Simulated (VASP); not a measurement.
Band structure of HgS (space group P3_221). Level of theory: LDA (Ceperley-Alder, Perdew-Zunger), VASP's LDA PAW potentials (set 64) (plane waves; VASP).

Unless said otherwise, spin-orbit coupling is left out, though it shifts the bands of the heavy elements here.

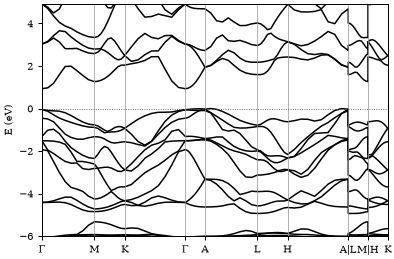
Fig. 1. Bands along high-symmetry lines, zero at the valence-band maximum or, without a gap, the Fermi level

Task: Read the plot: is there a gap, and where are the band edges?

Result: The gap is indirect, 0.93 eV, from the valence maximum at A-L at 0.11 to the conduction minimum at Γ. (Edges off the drawn lines would not show.)

The structure comes from a computed database's HgS entry (P3_221), a phase known from measurement. It was relaxed first, which changed the volume by -20 %.
